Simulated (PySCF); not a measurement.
## Geometry relaxation, with input and output: C3H8FSi (charge +1)

The run: geometry relaxation of C3H8FSi, charge +1, SMILES C[Si+](C)CF. Method and program: PBE0-D3(BJ)/def2-SVP geometry optimisation, gas phase (PySCF 2.14.0).

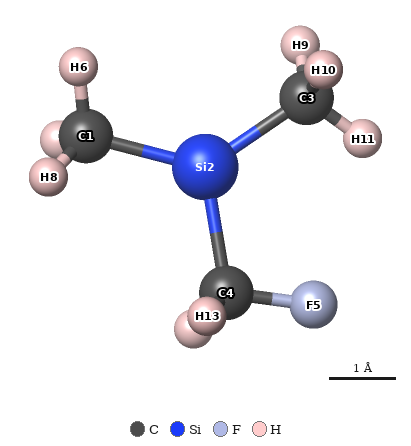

The structure as given in the input (ball-and-stick view, seen at a tilt; atoms are numbered from 1 in the order of the input).

## Results in brief

- outcome: converged
- total energy: −507.573123 hartree
- point group: C1
- hardware: 1 CPU thread, shared host
- wall time: 90 s
- peak memory: 0.49 GiB

## The input
```
{"job": {"xc": "PBE0", "basis": "def2-SVP", "d3": "d3bj", "grid": 1, "shake": 0.01, "kind": "geom"}, "charge": 1, "multiplicity": 1}
C     -0.964050    -1.717670     0.053710
Si    -0.135540    -0.025030     0.004480
C     -0.868700     1.704940    -0.091540
C      1.819490    -0.092100     0.038050
F      2.254170     1.176620    -0.135270
H     -2.006940    -1.617190     0.428260
H     -1.041220    -2.130400    -0.948490
H     -0.429690    -2.402280     0.670250
H     -1.712470     1.767160    -0.730580
H     -1.184220     2.049710     0.908630
H     -0.105030     2.417980    -0.427780
H      2.216530    -0.697610    -0.761670
H      2.163480    -0.451040     0.981640
```

The first line tells a small driver script what to run in PySCF; the rest is the geometry in Å.

Launched with:
```bash
OMP_NUM_THREADS=1 python <driver script> task.json out
```

## What the program printed
```
step   0  E = -507.56161538  max force = 0.042641
step   1  E = -507.57065945  max force = 0.014844
step   2  E = -507.57269128  max force = 0.005853
step   3  E = -507.57289380  max force = 0.002511
step   4  E = -507.57293976  max force = 0.001063
step   5  E = -507.57295307  max force = 0.000604
step   6  E = -507.57296951  max force = 0.001081
step   7  E = -507.57297937  max force = 0.000944
step   8  E = -507.57299159  max force = 0.001158
step   9  E = -507.57300693  max force = 0.000705
step  10  E = -507.57302462  max force = 0.000867
step  11  E = -507.57303136  max force = 0.000550
step  12  E = -507.57304424  max force = 0.000656
step  13  E = -507.57306433  max force = 0.001165
step  14  E = -507.57308900  max force = 0.001485
step  15  E = -507.57311174  max force = 0.001001
step  16  E = -507.57312347  max force = 0.000351
optimisation converged
```

## Trajectory as extended XYZ (Å, eV, eV/Å), 17 frames, from step=0 to step=16
```
13
Properties=species:S:1:pos:R:3:forces:R:3 step=0 energy=-13811.45505
C    -0.9640   -1.7177    0.0537   -1.2006   2.1927   0.0235
Si   -0.1355   -0.0250    0.0045    0.7884  -0.3486  -0.0783
C    -0.8687    1.7049   -0.0915    1.3386  -0.8351   0.8761
C     1.8195   -0.0921    0.0381   -1.8185   1.3741  -0.6078
F     2.2542    1.1766   -0.1353    0.2124   0.6877  -0.0332
H    -2.0069   -1.6172    0.4283    0.3127  -0.0843  -0.0886
H    -1.0412   -2.1304   -0.9485    0.0912  -0.1819  -0.6686
H    -0.4297   -2.4023    0.6703    0.8148  -0.7893   0.7528
H    -1.7125    1.7672   -0.7306   -1.3108  -0.0627  -0.9155
H    -1.1842    2.0497    0.9086   -0.0446  -0.1761   0.1518
H    -0.1050    2.4180   -0.4278    0.2715  -0.1095  -0.0727
H     2.2165   -0.6976   -0.7617    0.1554  -0.8768  -0.5852
H     2.1635   -0.4510    0.9816    0.3897  -0.7901   1.2457
13
Properties=species:S:1:pos:R:3:forces:R:3 step=1 energy=-13811.70115
C    -1.0000   -1.6317    0.0509   -0.0424   0.7633   0.1830
Si   -0.0491   -0.0378    0.0053   -0.0275  -0.0948  -0.1017
C    -0.8785    1.6156   -0.0879    0.5762  -0.2837   0.0773
C     1.8717   -0.0696    0.0368   -0.7308   0.6973  -0.1241
F     2.3083    1.2110   -0.1348   -0.0276   0.0397   0.0277
H    -2.0267   -1.4643    0.4238    0.1250   0.0124  -0.0054
H    -1.0977   -2.0381   -0.9679    0.1083  -0.0819  -0.1713
H    -0.4936   -2.3693    0.6808    0.1217  -0.2456   0.0545
H    -1.7573    1.6239   -0.7405   -0.2149  -0.1453  -0.1217
H    -1.2096    1.9278    0.9194   -0.0262  -0.1008   0.0848
H    -0.1532    2.3676   -0.4299    0.0781   0.0305  -0.0246
H     2.2684   -0.7008   -0.7737   -0.0060  -0.3077  -0.0068
H     2.2231   -0.4511    1.0074    0.0663  -0.2835   0.1284
13
Properties=species:S:1:pos:R:3:forces:R:3 step=2 energy=-13811.75644
C    -0.9762   -1.6137    0.0556   -0.0506   0.1578   0.0999
Si   -0.0598   -0.0316    0.0007    0.0840  -0.0965  -0.0221
C    -0.8504    1.6058   -0.0920    0.0731   0.0559  -0.0751
C     1.8183   -0.0509    0.0360   -0.2611   0.3010  -0.0317
F     2.2600    1.2293   -0.1288    0.0647  -0.1069   0.0193
H    -2.0002   -1.4594    0.4307   -0.0030  -0.0449  -0.0035
H    -1.0568   -2.0185   -0.9709    0.0314  -0.0266  -0.0187
H    -0.4548   -2.3596    0.6754   -0.0002  -0.0566  -0.0382
H    -1.7393    1.5989   -0.7417   -0.0498   0.0046   0.0244
H    -1.1790    1.9016    0.9231   -0.0328  -0.0226   0.0094
H    -0.1190    2.3543   -0.4365   -0.0286  -0.0183   0.0118
H     2.2009   -0.7102   -0.7660    0.0848  -0.0625   0.0277
H     2.1620   -0.4630    1.0041    0.0881  -0.0843  -0.0033
13
Properties=species:S:1:pos:R:3:forces:R:3 step=3 energy=-13811.76195
C    -0.9756   -1.6029    0.0591    0.0126  -0.0099   0.0600
Si   -0.0535   -0.0279   -0.0015    0.0129  -0.0137   0.0005
C    -0.8574    1.6018   -0.0972    0.0090   0.0431  -0.0656
C     1.8194   -0.0443    0.0372   -0.0076   0.1291  -0.0042
F     2.2830    1.2271   -0.1214   -0.0128  -0.0802   0.0123
H    -2.0004   -1.4550    0.4334   -0.0037  -0.0134  -0.0044
H    -1.0517   -2.0062   -0.9696    0.0075  -0.0021  -0.0028
H    -0.4556   -2.3591    0.6694   -0.0135  -0.0129  -0.0310
H    -1.7541    1.5837   -0.7382    0.0039   0.0080   0.0249
H    -1.1883    1.8883    0.9205   -0.0083  -0.0091   0.0046
H    -0.1378    2.3596   -0.4434   -0.0251   0.0084   0.0059
H     2.2092   -0.7109   -0.7578    0.0174  -0.0160   0.0071
H     2.1686   -0.4711    0.9994    0.0077  -0.0314  -0.0072
13
Properties=species:S:1:pos:R:3:forces:R:3 step=4 energy=-13811.76320
C    -0.9688   -1.6044    0.0624    0.0133  -0.0231   0.0199
Si   -0.0544   -0.0241   -0.0026   -0.0051   0.0251   0.0031
C    -0.8622    1.6063   -0.1033   -0.0199  -0.0194  -0.0287
C     1.8166   -0.0398    0.0394    0.0547   0.0082   0.0078
F     2.2899    1.2265   -0.1115   -0.0134  -0.0232   0.0084
H    -1.9948   -1.4670    0.4368   -0.0035  -0.0034  -0.0037
H    -1.0417   -2.0047   -0.9682   -0.0064   0.0133  -0.0049
H    -0.4454   -2.3650    0.6640    0.0007   0.0115  -0.0066
H    -1.7632    1.5843   -0.7375    0.0059   0.0040   0.0061
H    -1.1931    1.8877    0.9161    0.0034  -0.0037   0.0052
H    -0.1507    2.3707   -0.4501   -0.0028   0.0005  -0.0004
H     2.2093   -0.7087   -0.7535   -0.0113   0.0084  -0.0063
H     2.1642   -0.4788    0.9978   -0.0156   0.0018  -0.0001
13
Properties=species:S:1:pos:R:3:forces:R:3 step=5 energy=-13811.76356
C    -0.9638   -1.6037    0.0635    0.0136  -0.0214   0.0037
Si   -0.0524   -0.0218   -0.0030   -0.0119   0.0198   0.0016
C    -0.8683    1.6043   -0.1076   -0.0113  -0.0162  -0.0119
C     1.8190   -0.0366    0.0423    0.0311  -0.0266   0.0134
F     2.2945    1.2286   -0.1010   -0.0045   0.0032   0.0055
H    -1.9902   -1.4708    0.4390    0.0016   0.0017  -0.0008
H    -1.0377   -1.9999   -0.9688   -0.0077   0.0097  -0.0043
H    -0.4376   -2.3654    0.6605    0.0037   0.0056   0.0004
H    -1.7710    1.5776   -0.7387    0.0020  -0.0017  -0.0028
H    -1.1988    1.8833    0.9129    0.0063   0.0007   0.0026
H    -0.1625    2.3731   -0.4556    0.0007   0.0040  -0.0010
H     2.2119   -0.7032   -0.7527   -0.0118   0.0132  -0.0076
H     2.1626   -0.4824    0.9990   -0.0117   0.0081   0.0013
13
Properties=species:S:1:pos:R:3:forces:R:3 step=6 energy=-13811.76401
C    -0.9504   -1.6065    0.0643    0.0050  -0.0039  -0.0244
Si   -0.0508   -0.0177   -0.0036   -0.0011  -0.0001   0.0006
C    -0.8813    1.5999   -0.1177   -0.0035  -0.0046   0.0106
C     1.8209   -0.0278    0.0511   -0.0218  -0.0556   0.0220
F     2.2975    1.2372   -0.0721    0.0113   0.0415  -0.0001
H    -1.9761   -1.4843    0.4449    0.0045   0.0045   0.0061
H    -1.0286   -1.9929   -0.9717   -0.0070   0.0002   0.0003
H    -0.4148   -2.3687    0.6513    0.0071  -0.0023   0.0059
H    -1.7862    1.5631   -0.7445   -0.0045  -0.0070  -0.0101
H    -1.2104    1.8768    0.9042    0.0049   0.0071  -0.0038
H    -0.1856    2.3764   -0.4687    0.0054   0.0010  -0.0020
H     2.2152   -0.6846   -0.7514   -0.0027   0.0113  -0.0051
H     2.1564   -0.4878    1.0038    0.0025   0.0078   0.0000
13
Properties=species:S:1:pos:R:3:forces:R:3 step=7 energy=-13811.76427
C    -0.9368   -1.6114    0.0625   -0.0025   0.0100  -0.0375
Si   -0.0500   -0.0154   -0.0038    0.0047  -0.0149   0.0022
C    -0.8939    1.5941   -0.1277    0.0033   0.0057   0.0188
C     1.8215   -0.0175    0.0626   -0.0486  -0.0464   0.0226
F     2.2949    1.2501   -0.0392    0.0151   0.0473  -0.0020
H    -1.9609   -1.4991    0.4511    0.0056   0.0043   0.0099
H    -1.0221   -1.9884   -0.9765   -0.0047  -0.0069   0.0042
H    -0.3910   -2.3735    0.6396    0.0065  -0.0072   0.0048
H    -1.7993    1.5471   -0.7528   -0.0058  -0.0084  -0.0095
H    -1.2225    1.8726    0.8941    0.0012   0.0094  -0.0079
H    -0.2056    2.3758   -0.4822    0.0060  -0.0017  -0.0029
H     2.2200   -0.6609   -0.7486    0.0063   0.0053  -0.0005
H     2.1515   -0.4905    1.0106    0.0127   0.0035  -0.0022
13
Properties=species:S:1:pos:R:3:forces:R:3 step=8 energy=-13811.76461
C    -0.9142   -1.6221    0.0561   -0.0114   0.0243  -0.0437
Si   -0.0495   -0.0138   -0.0031    0.0098  -0.0321   0.0064
C    -0.9141    1.5829   -0.1452    0.0118   0.0167   0.0209
C     1.8207    0.0025    0.0868   -0.0596  -0.0086   0.0166
F     2.2830    1.2768    0.0219    0.0124   0.0327  -0.0051
H    -1.9334   -1.5263    0.4618    0.0049   0.0021   0.0124
H    -1.0149   -1.9838   -0.9870   -0.0011  -0.0126   0.0079
H    -0.3501   -2.3842    0.6148    0.0031  -0.0106   0.0001
H    -1.8186    1.5180   -0.7700   -0.0050  -0.0066  -0.0043
H    -1.2439    1.8687    0.8743   -0.0046   0.0091  -0.0107
H    -0.2355    2.3702   -0.5066    0.0043  -0.0050  -0.0038
H     2.2308   -0.6145   -0.7393    0.0151  -0.0060   0.0064
H     2.1456   -0.4915    1.0252    0.0203  -0.0036  -0.0031
13
Properties=species:S:1:pos:R:3:forces:R:3 step=9 energy=-13811.76503
C    -0.9051   -1.6290    0.0493   -0.0095   0.0200  -0.0282
Si   -0.0497   -0.0156   -0.0016    0.0076  -0.0296   0.0066
C    -0.9217    1.5764   -0.1535    0.0123   0.0153   0.0107
C     1.8191    0.0137    0.1026   -0.0363   0.0253   0.0068
F     2.2710    1.2934    0.0528    0.0036   0.0054  -0.0033
H    -1.9202   -1.5400    0.4673    0.0023   0.0000   0.0092
H    -1.0168   -1.9834   -0.9950   -0.0002  -0.0085   0.0056
H    -0.3322   -2.3924    0.5974   -0.0009  -0.0084  -0.0044
H    -1.8239    1.5031   -0.7808   -0.0025  -0.0025   0.0007
H    -1.2543    1.8700    0.8626   -0.0058   0.0051  -0.0077
H    -0.2445    2.3632   -0.5191    0.0013  -0.0046  -0.0033
H     2.2388   -0.5894   -0.7289    0.0126  -0.0120   0.0089
H     2.1454   -0.4870    1.0368    0.0152  -0.0053  -0.0012
13
Properties=species:S:1:pos:R:3:forces:R:3 step=10 energy=-13811.76551
C    -0.9009   -1.6360    0.0389    0.0020   0.0007   0.0026
Si   -0.0500   -0.0200    0.0011   -0.0013  -0.0105   0.0029
C    -0.9245    1.5701   -0.1609    0.0050   0.0032  -0.0072
C     1.8169    0.0245    0.1217    0.0110   0.0446  -0.0040
F     2.2559    1.3102    0.0781   -0.0080  -0.0259   0.0005
H    -1.9101   -1.5513    0.4722   -0.0014  -0.0013   0.0011
H    -1.0265   -1.9824   -1.0061   -0.0021   0.0035  -0.0015
H    -0.3214   -2.4041    0.5740   -0.0043  -0.0014  -0.0079
H    -1.8231    1.4903   -0.7928    0.0015   0.0033   0.0046
H    -1.2622    1.8748    0.8499   -0.0023  -0.0010  -0.0007
H    -0.2448    2.3530   -0.5307   -0.0019  -0.0018  -0.0016
H     2.2492   -0.5700   -0.7099    0.0024  -0.0110   0.0074
H     2.1471   -0.4762    1.0543   -0.0006  -0.0024   0.0039
13
Properties=species:S:1:pos:R:3:forces:R:3 step=11 energy=-13811.76569
C    -0.8976   -1.6398    0.0316    0.0080  -0.0099   0.0119
Si   -0.0494   -0.0223    0.0026   -0.0052   0.0019  -0.0001
C    -0.9264    1.5658   -0.1680   -0.0012  -0.0048  -0.0109
C     1.8160    0.0317    0.1368    0.0262   0.0283  -0.0057
F     2.2485    1.3197    0.0964   -0.0076  -0.0246   0.0000
H    -1.9026   -1.5591    0.4759   -0.0026  -0.0006  -0.0021
H    -1.0342   -1.9768   -1.0150   -0.0043   0.0092  -0.0045
H    -0.3137   -2.4130    0.5541   -0.0039   0.0020  -0.0064
H    -1.8234    1.4814   -0.8016    0.0026   0.0046   0.0032
H    -1.2673    1.8768    0.8397    0.0014  -0.0025   0.0028
H    -0.2466    2.3472   -0.5407   -0.0014   0.0006  -0.0007
H     2.2572   -0.5603   -0.6922   -0.0030  -0.0056   0.0055
H     2.1452   -0.4685    1.0701   -0.0091   0.0014   0.0070
13
Properties=species:S:1:pos:R:3:forces:R:3 step=12 energy=-13811.76604
C    -0.8906   -1.6464    0.0150    0.0150  -0.0223   0.0183
Si   -0.0477   -0.0261    0.0049   -0.0073   0.0212  -0.0066
C    -0.9300    1.5572   -0.1851   -0.0110  -0.0146  -0.0116
C     1.8146    0.0452    0.1715    0.0337  -0.0134  -0.0071
F     2.2362    1.3363    0.1345   -0.0021  -0.0086  -0.0003
H    -1.8857   -1.5753    0.4835   -0.0031   0.0006  -0.0050
H    -1.0529   -1.9588   -1.0354   -0.0071   0.0147  -0.0068
H    -0.2971   -2.4318    0.5070   -0.0016   0.0056  -0.0019
H    -1.8239    1.4634   -0.8215    0.0032   0.0048  -0.0006
H    -1.2763    1.8799    0.8170    0.0076  -0.0035   0.0073
H    -0.2505    2.3362   -0.5634    0.0003   0.0041   0.0007
H     2.2746   -0.5457   -0.6484   -0.0091   0.0031   0.0030
H     2.1351   -0.4512    1.1100   -0.0184   0.0082   0.0106
13
Properties=species:S:1:pos:R:3:forces:R:3 step=13 energy=-13811.76659
C    -0.8796   -1.6546   -0.0109    0.0153  -0.0248   0.0122
Si   -0.0449   -0.0303    0.0061   -0.0056   0.0372  -0.0146
C    -0.9341    1.5458   -0.2121   -0.0200  -0.0198  -0.0065
C     1.8112    0.0620    0.2248    0.0257  -0.0599  -0.0064
F     2.2214    1.3557    0.1888    0.0059   0.0163  -0.0004
H    -1.8583   -1.5999    0.4941   -0.0022   0.0009  -0.0041
H    -1.0828   -1.9268   -1.0653   -0.0080   0.0144  -0.0049
H    -0.2717   -2.4572    0.4325    0.0024   0.0065   0.0047
H    -1.8240    1.4404   -0.8518    0.0037   0.0034  -0.0043
H    -1.2861    1.8835    0.7830    0.0130  -0.0035   0.0094
H    -0.2550    2.3218   -0.5976    0.0022   0.0062   0.0018
H     2.2987   -0.5321   -0.5770   -0.0104   0.0104   0.0010
H     2.1109   -0.4253    1.1751   -0.0221   0.0127   0.0120
13
Properties=species:S:1:pos:R:3:forces:R:3 step=14 energy=-13811.76726
C    -0.8708   -1.6598   -0.0369    0.0055  -0.0123  -0.0007
Si   -0.0425   -0.0328    0.0036    0.0011   0.0360  -0.0173
C    -0.9345    1.5382   -0.2374   -0.0206  -0.0150  -0.0001
C     1.8063    0.0716    0.2743    0.0055  -0.0764  -0.0048
F     2.2127    1.3658    0.2325    0.0106   0.0302   0.0004
H    -1.8327   -1.6213    0.5021    0.0005   0.0002  -0.0006
H    -1.1142   -1.8932   -1.0920   -0.0052   0.0056   0.0001
H    -0.2504   -2.4764    0.3598    0.0060   0.0044   0.0078
H    -1.8218    1.4266   -0.8792    0.0026   0.0011  -0.0050
H    -1.2883    1.8868    0.7534    0.0129  -0.0022   0.0081
H    -0.2544    2.3112   -0.6274    0.0028   0.0058   0.0018
H     2.3191   -0.5326   -0.5036   -0.0052   0.0117   0.0012
H     2.0772   -0.4011    1.2406   -0.0164   0.0108   0.0092
13
Properties=species:S:1:pos:R:3:forces:R:3 step=15 energy=-13811.76788
C    -0.8678   -1.6602   -0.0579   -0.0071   0.0059  -0.0103
Si   -0.0411   -0.0327   -0.0035    0.0075   0.0189  -0.0121
C    -0.9307    1.5375   -0.2545   -0.0098  -0.0034   0.0030
C     1.8015    0.0700    0.3080   -0.0155  -0.0515  -0.0025
F     2.2140    1.3620    0.2555    0.0100   0.0258   0.0018
H    -1.8163   -1.6321    0.5056    0.0026  -0.0003   0.0023
H    -1.1409   -1.8675   -1.1111   -0.0010  -0.0072   0.0037
H    -0.2390   -2.4848    0.3071    0.0066   0.0011   0.0048
H    -1.8178    1.4277   -0.8966    0.0002  -0.0013  -0.0023
H    -1.2810    1.8898    0.7365    0.0070  -0.0005   0.0037
H    -0.2482    2.3084   -0.6453    0.0013   0.0030   0.0011
H     2.3318   -0.5496   -0.4450    0.0028   0.0067   0.0027
H     2.0410   -0.3854    1.2909   -0.0047   0.0026   0.0040
13
Properties=species:S:1:pos:R:3:forces:R:3 step=16 energy=-13811.76820
C    -0.8662   -1.6590   -0.0735   -0.0122   0.0143  -0.0157
Si   -0.0404   -0.0312   -0.0122    0.0072   0.0003  -0.0052
C    -0.9272    1.5398   -0.2661    0.0024   0.0051   0.0039
C     1.7968    0.0653    0.3296   -0.0180  -0.0089   0.0000
F     2.2174    1.3552    0.2738    0.0039   0.0085   0.0023
H    -1.8048   -1.6379    0.5070    0.0025   0.0002   0.0041
H    -1.1592   -1.8540   -1.1235    0.0019  -0.0125   0.0051
H    -0.2305   -2.4862    0.2729    0.0038  -0.0013   0.0017
H    -1.8154    1.4332   -0.9069   -0.0008  -0.0018   0.0010
H    -1.2722    1.8923    0.7268    0.0007   0.0007  -0.0004
H    -0.2431    2.3096   -0.6567   -0.0007   0.0000  -0.0002
H     2.3399   -0.5642   -0.4051    0.0060   0.0003   0.0030
H     2.0106   -0.3799    1.3233    0.0032  -0.0051   0.0004
```

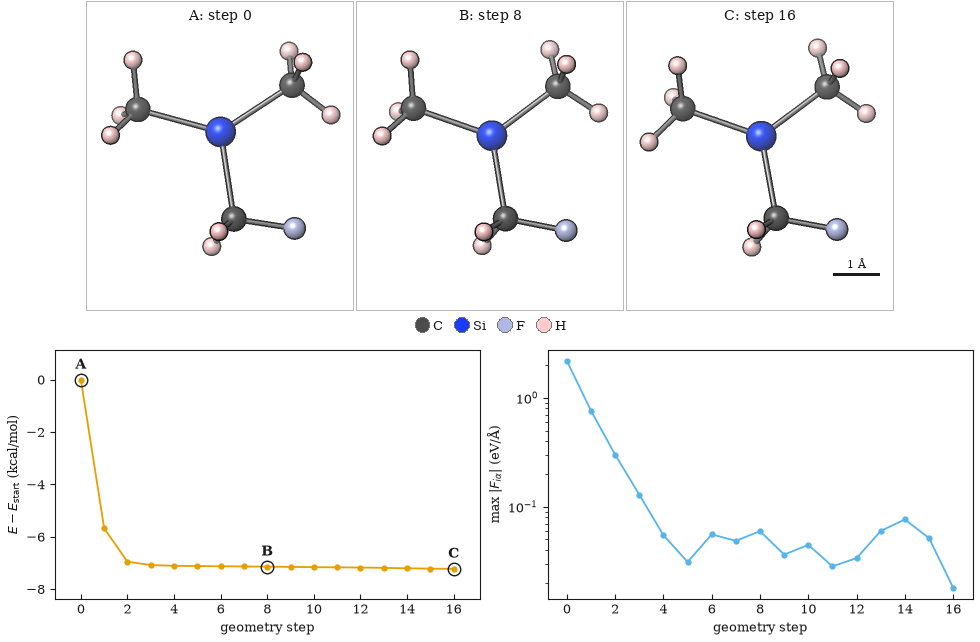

Frames of the relaxation (ball-and-stick view, seen at a tilt) above the curves, on which the letters mark them (steps are counted from 0).

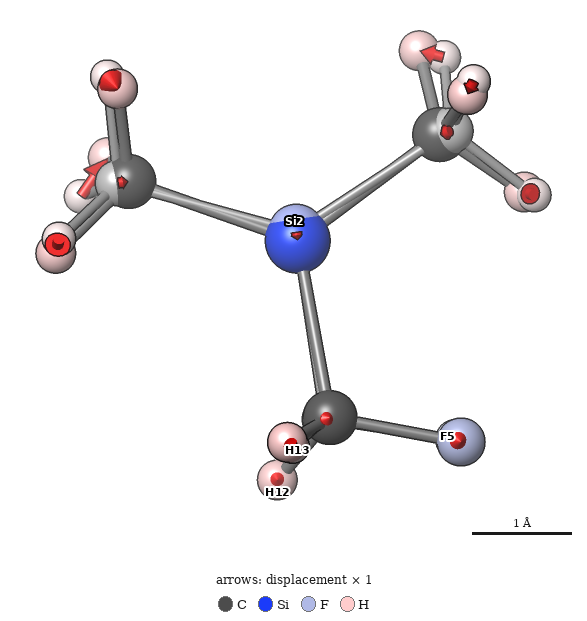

Start (faint) and end (solid) with the displacements as red arrows, at true length (ball-and-stick view, seen at a tilt). The two geometries are laid on each other by the best rigid fit. H7 moves most after the best rigid fit: 0.49 Å. Largest moves by element: H 0.49 Å, F 0.16 Å, C 0.14 Å, Si 0.09 Å. Among the contacts that change: Si2–C4 1.956 → 1.871 Å, Si2–C3 1.881 → 1.822 Å, C1–Si2 1.885 → 1.826 Å, C4–H13 1.067 → 1.110 Å. Among the angles that change: C1–Si2–C3 131.0° → 122.9°, C1–Si2–C4 114.1° → 119.7°, H12–C4–H13 110.4° → 105.7°. The energy falls by 7.22 kcal/mol in 16 geometry steps. Largest force component: 2.2 eV/Å at the start, 0.018 eV/Å at the end. (Atoms are counted from 1 in the order of the input.)
